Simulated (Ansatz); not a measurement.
# Charge trapping in a frame of glassy nearly rigid 77ZrO2-23SiO2 (mol %) from 1800 K (90 atoms): runs compared

Does an extra electron or hole in a frame of glassy nearly rigid 77ZrO2-23SiO2 (mol %) from 1800 K (90 atoms) stay spread out, or do the atoms trap it?

Computed with Ansatz 0.2.0: Kohn-Sham DFT, PBE, PAW (set soft_1), plane waves.

**1. The cell as built**

The cell holds 90 atoms: 23 Zr, 7 Si and 60 O. Cell: a = 10.716 Å, b = 10.716 Å, c = 10.716 Å, α = 90.0°, β = 90.0°, γ = 90.0°. 90 atoms (23 Zr, 7 Si, 60 O) placed at random at 4.39 g/cm³, melted at 4000 K for 10 ps at fixed volume with the Morse and Coulomb pair potential with partial charges (Pedone, Malavasi, Menziani, Cormack and Segre, J. Phys. Chem. B 110, 11780 (2006)). Snapshot at the end of a hold of 10 ps at 1800 K and fixed volume.

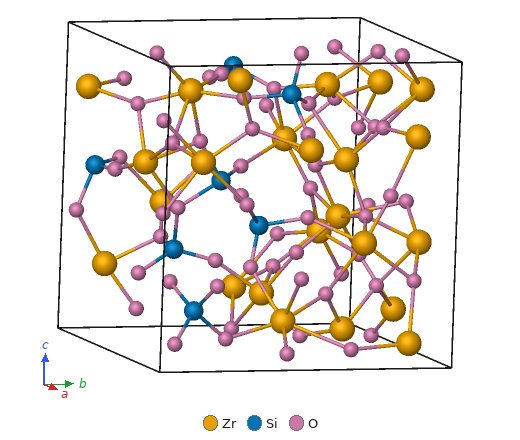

The cell as built. Some periodic images of atoms are drawn too.

What the set-up can't give: The starting topology of bonds comes from the classical model, and needn't be the one that DFT or experiment would give. Sampling is at Γ alone, for a cell whose shortest periodic width is 11 Å.

**2. The reference run**

The reference is a single point at the end of the relaxation.

The charged cells start from the geometry of this run, on a uniform background, with spin and a narrow Fermi–Dirac smearing.

Its input, with most atom lines left out:

```yaml
crystal:
  lattice:
    - [10.716, 0.0, 0.0]
    - [0.0, 10.716, 0.0]
    - [0.0, 0.0, 10.716]
  atoms:
    - { symbol: Zr, position: [0.18174, 0.82742, 0.31939] }
    - { symbol: Zr, position: [0.99405, 0.33526, 0.42042] }
    - { symbol: Zr, position: [0.29741, 0.66075, 0.62771] }
    - { symbol: Zr, position: [0.4718, 0.80119, 0.40414] }
    - { symbol: Zr, position: [0.11564, 0.12127, 0.21606] }
    - { symbol: Zr, position: [0.69274, 0.71711, 0.63108] }
    - { symbol: Zr, position: [0.4671, 0.7498, 0.85089] }
    [... atom lines 8 to 90 left out ...]
kpoints:
  mp_grid: { grid: [1, 1, 1] }
hamiltonian:
  xc: pbe
  pseudopotentials: { kind: paw, azcp: { folder: soft_1 } }
scf:
  occupations: { method: fermi_dirac, width: 0.155 }
output:
  forces: true
  stress: true
  populations: intrinsic
  dos:
    method: { smearing: { sigma: 0.08 } }
    de: 0.1
    projected: { site_lists: { O: [O], Si: [Si], Zr: [Zr] } }
  eigenvalues: true
  write_density: true
  write_potential: true
  volumetric_format: npy
  elf: true
```

```
free energy per atom   : -1498.4259 eV/atom
r.m.s. force component : 0.00785 eV/Å
pressure               : -0.9795 GPa
```

Filled and empty levels are parted by 3.76 eV (at Γ alone); a semilocal functional tends to put such gaps too low. In a disordered cell it changes from sample to sample, and tail or defect levels can set it.

**3. The runs**

Each row is one run, on 4 threads of Arm Neoverse V2, shared host. The free energy is the program's total, comparable only between runs with the same functional, potentials and atoms; between charge states it hangs on the program's zero of potential.

```csv
run,atoms,outcome,"ionic steps, all passes",free energy (eV),time,host memory (GiB)
Single point at the start,90,converged,-,-134840.279,22 s,1.7
Relaxation,90,converged,13,-134858.334,2.4 min,1.7
Single point at the relaxed geometry,90,converged,-,-134858.334,33 s,1.7
"An extra electron, atoms held",90,converged,-,-134847.780,63 s,2.8
"An extra electron, atoms relaxed",90,converged,14,-134848.114,6 min,2.8
"An extra electron, levels at the relaxed geometry",90,converged,-,-134848.114,55 s,2.8
Neutral at the geometry of the electron,90,converged,-,-134857.654,23 s,1.7
"An extra hole, atoms held",90,converged,-,-134864.999,82 s,2.8
"An extra hole, atoms relaxed",90,converged,7,-134865.127,3.5 min,2.7
"An extra hole, levels at the relaxed geometry",90,converged,-,-134865.127,57 s,2.8
Neutral at the geometry of the hole,90,converged,-,-134858.006,23 s,1.7
```

The surroundings of Zr22, which holds the most spin of the extra electron after relaxation, nearest first, numbered as they follow in the input and with coordinates relative to it.

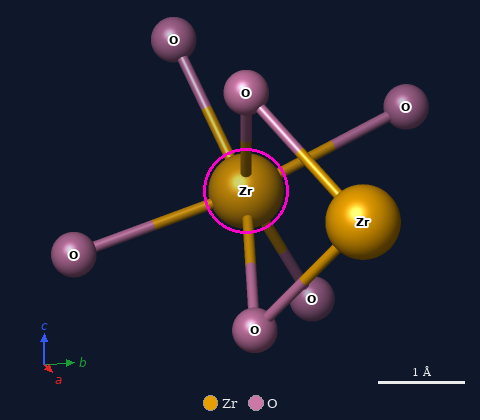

The atoms of the table, within 2.9 Å (arrows a, b, c point along x, y, z); some may hide others; the central atom is ringed.

```csv
atom,x,y,z,distance (Å),Löwdin charge (e),moment (μB)
Zr22,0.00,0.00,0.00,0.00,1.36,0.19
O80,-1.13,-0.63,1.60,2.06,-0.75,0.01
O53,-1.05,0.99,-1.53,2.11,-0.76,0.00
O86,1.72,-0.24,-1.30,2.17,-0.69,0.00
O34,0.15,-2.08,-0.64,2.18,-0.74,0.01
O78,-0.51,2.00,0.82,2.22,-0.68,0.00
O40,1.70,-0.34,1.52,2.31,-0.68,0.01
Zr19,2.80,0.83,0.15,2.92,1.34,0.11
```

Local excerpt of 10 atoms (numbers count through the whole input) about O86, which holds the most spin of the extra hole after relaxation; x, y, z are measured from there.

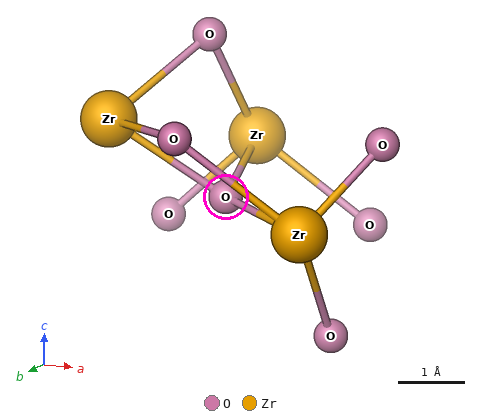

The atoms of the table, within 2.9 Å (arrows a, b, c point along x, y, z); some may hide others; the central atom is ringed.

```csv
atom,x,y,z,distance (Å),Löwdin charge (e),moment (μB)
O86,0.00,0.00,0.00,0.00,-0.60,0.29
Zr19,1.11,1.23,1.34,2.13,1.48,0.00
Zr22,-1.88,0.19,1.07,2.17,1.55,0.00
Zr21,0.32,-1.98,-0.99,2.24,1.53,-0.01
O34,-1.70,-1.80,0.34,2.50,-0.72,0.02
O40,-0.23,0.09,2.55,2.56,-0.69,0.07
O46,0.26,2.62,0.33,2.66,-0.58,0.04
O52,1.59,-0.38,-2.10,2.66,-0.70,0.02
O64,1.62,-2.20,0.51,2.77,-0.56,0.17
O55,2.79,0.75,0.01,2.88,-0.74,0.00
```

**4. Energies and spread of the extra charge**

Energies are differences within one cell and functional; the shift is the gain plus the neutral cell's energy at the new geometry, that is how much cheaper the vertical process becomes there. The spread is the participation number of the site moments (1/Σw², over the spin inside atomic spheres), with the atom that holds the largest share and the spin that the spheres hold in all.

```csv
carrier,"charged less neutral, atoms held (eV)",gain on relaxing (eV),"neutral cell at that geometry, less the reference (eV)",shift of the vertical energy (eV),"spread, atoms held","spread, relaxed"
electron,10.554,0.334,0.680,1.014,14; Zr6 12 % of 0.43 μB,3; Zr22 47 % of 0.40 μB
hole,-6.665,0.129,0.328,0.456,25; O86 11 % of 0.93 μB,6; O86 30 % of 0.97 μB
```

**5. What came out**

The extra electron gains 0.33 eV as the atoms relax, and its spin goes from about 14 to 3 atoms: the atoms trap it, with the largest share on Zr22. With the atoms held, the spheres hold only 0.43 of the 1.00 μB, so the spread is read from a small part of the spin. The extra hole gains 0.13 eV as the atoms relax, and its spin goes from about 25 to 6 atoms: a partial localisation as the atoms move, with the largest share on O86. The O86–O40 distance goes from 2.64 to 2.56 Å. Adding the two vertical energies gives 3.89 eV, against a gap of 3.76 eV in the neutral cell. The zero of the potential cancels in this sum; the excess isn't taken apart here: charging of a small cell, filling of bands on a coarse mesh and the attraction to the background can all enter.

Caveats: Single energies of charged cells hang on the program's zero of potential. In the spin-polarised runs the search for a state of lower energy was switched off. No distortion was seeded, so a trapped state behind a barrier can't be found. Local and semilocal functionals favour spread-out charges, so trapping can be missed. Charged cells carry a uniform background, with no correction for images.

The DFT runs together took 18 min of wall time.

[Logs are printed without paths, hosts, clocks, repeated set-up lines and the standing remarks that a program may print on its own settings, such as how far it seeks lower states.]

[Hosts, paths, dates, database ids (printed as entryN), source tags and the programs' standing remarks are cut or masked in the printed files.]
